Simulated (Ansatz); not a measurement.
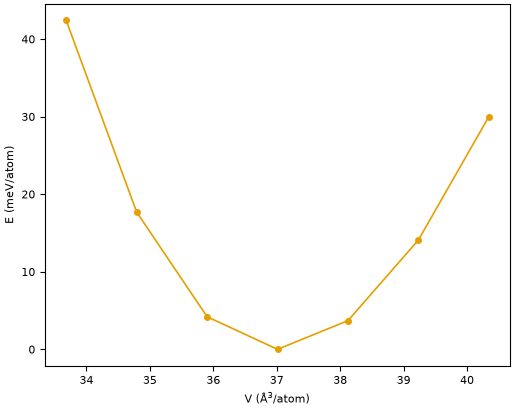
*Sn in space group I4/mmm (No. 139; Sn on 8h) under volume change, plane-wave PAW PBEsol (Ansatz code), shape and atoms relaxed at each volume.*

Question: What does a third-order Birch–Murnaghan fit give for V₀, B₀ and B′?

Answer: V₀ = 37.02 Å³/atom, B₀ = 37.8 GPa, B′ = 4.7.

This is a known high-pressure phase of the composition, computed here at zero pressure and temperature. The cell was relaxed with PBEsol under the symmetry of its start; its stability against distortions is not shown here. The volume moved by 38 % from the start of the relaxation. Scalar-relativistic: spin–orbit coupling is off unless named, which matters more the heavier the elements.

Potentials: the earlier of the program's two PAW sets. The files were generated under PBE; for other functionals the program regenerates the frozen cores, and for LDA and PBEsol the local potential too.
